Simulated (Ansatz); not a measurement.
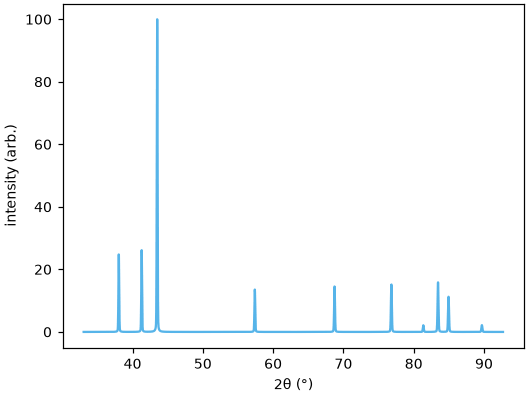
*Simulated powder pattern, Cu Kα, λ = 1.54184 Å*

The pattern belongs to a structure relaxed with the program Ansatz at the r²SCAN+D4 level (PAW).

Problem. Pick the material that matches.
(A) Ru, hcp (Mg type)
(B) Tc, hcp (Mg type)
(C) Y, hcp (Mg type)
(D) Nb, bcc (W type)

Solution. B, Tc, hcp (Mg type)

Space group P6_3/mmc (hcp (Mg type)). Symmetry was held in the r²SCAN+D4 relaxation. The run is not spin-polarised. The pairwise dispersion correction was not fitted to metals.

Potentials: the later of the program's two PAW sets.
